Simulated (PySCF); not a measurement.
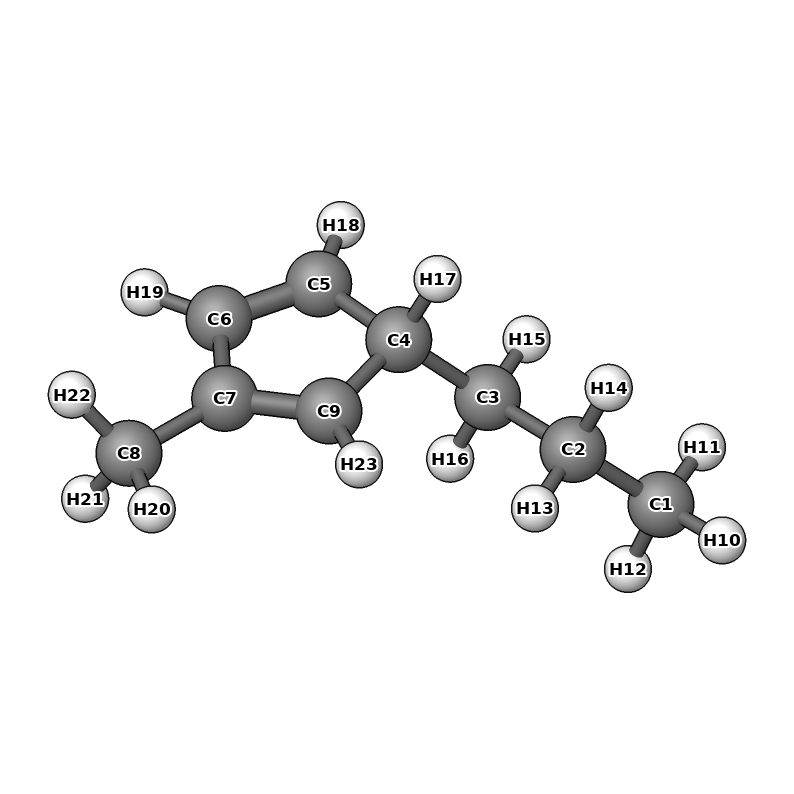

The thickness of each stick grows with its Mayer bond order. The computed structure is the end point of a PBE0-D3(BJ)/def2-SVP optimisation. No frequency run is at hand to confirm it as a minimum. Method: PBE0/pcSseg-1 in chloroform (IEF-PCM) (PySCF 2.14.0).

List the Mayer bond orders of C1–C2, C2–C3, C3–C4, C4–C5, C4–C9, C5–C6, C6–C7, C7–C8, C7–C9 (bonds between heavy atoms, one of each equivalent set).

| bond | Mayer order | length (Å) |
| --- | --- | --- |
| C1–C2 | 1.07 | 1.520 |
| C2–C3 | 1.02 | 1.522 |
| C3–C4 | 0.98 | 1.534 |
| C4–C5 | 1.04 | 1.501 |
| C4–C9 | 1.03 | 1.501 |
| C5–C6 | 1.78 | 1.347 |
| C6–C7 | 1.07 | 1.471 |
| C7–C8 | 1.08 | 1.491 |
| C7–C9 | 1.74 | 1.352 |
